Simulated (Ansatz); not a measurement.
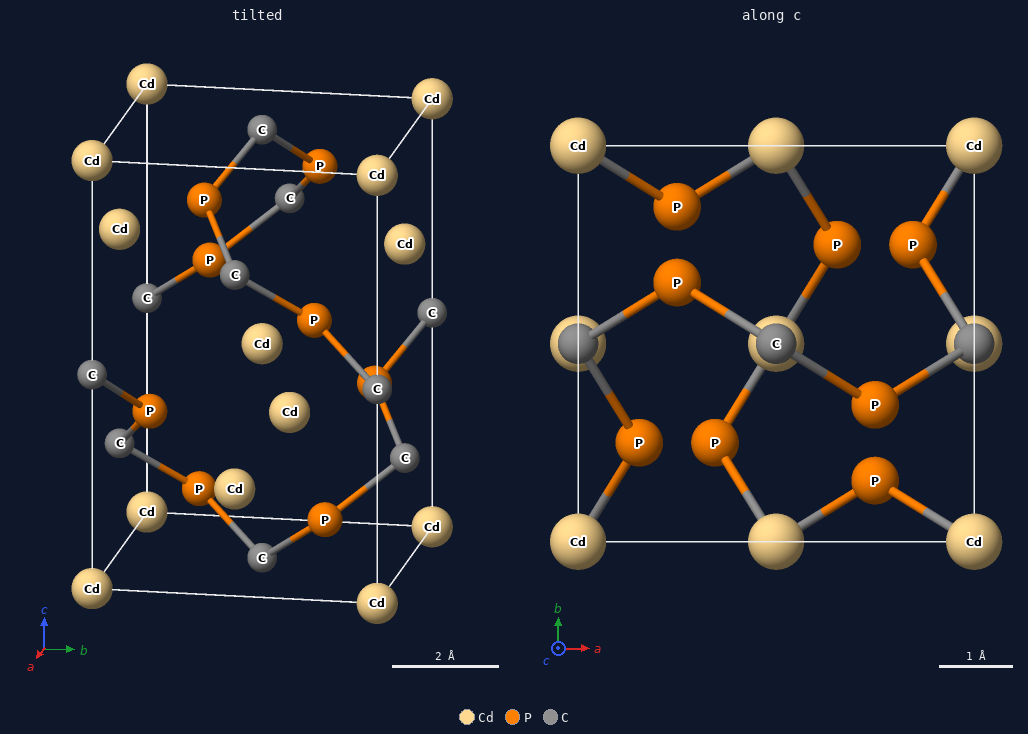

We look at a ball-and-stick model of the crystal slightly off an axis and along the c axis. The wireframe shows the conventional unit cell.

CdP₂C, chalcopyrite, space group I-42d (No. 122), a = 5.496 Å, b = 5.496 Å, c = 8.409 Å, α = 90.00°, β = 90.00°, γ = 90.00°. Its origin is a structure type filled with these elements by a generator (whether the compound takes this form wasn't checked). Earlier steps of the study may have refined or changed the cell and positions. A calculation with Ansatz used it as input.

This one geometry was computed with Ansatz (DFT, plane waves, PAW) at four levels of theory: HSE06, r2SCAN, PBE and PBE with spin-orbit coupling. It was relaxed beforehand with r2SCAN.

Question: Which level gives the highest pressure at this volume, and what does that say about its equilibrium volume?

Answer: Highest: PBE (1.5 GPa) and PBE with spin-orbit coupling (1.4 GPa), which points to the largest equilibrium volume. Lowest, with the smallest volume: HSE06 (-1.3 GPa). Levels within 0.5 GPa of each other can't be told apart.

Question: How does the band gap change with the level of theory?

Answer: PBE with spin-orbit coupling: a gap of 0.09 eV, indirect; PBE: a gap of 0.10 eV, indirect; r2SCAN: a gap of 0.31 eV, indirect; HSE06: a gap of 0.67 eV, indirect.

Question: Collect the results in a table.

Answer:
| level | cutoff (eV) | k-mesh of the run's cell | gap (eV) | pressure (GPa) |
| --- | --- | --- | --- | --- |
| HSE06 | 420 | 4×4×4 | 0.67 | -1.3 |
| r2SCAN | 500 | 6×6×6 | 0.31 | 0.0 |
| PBE | 420 | 6×6×6 | 0.10 | 1.5 |
| PBE with spin-orbit coupling | 420 | 6×6×6 | 0.09 | 1.4 |

Gaps are taken on the k-mesh or band path of each run.
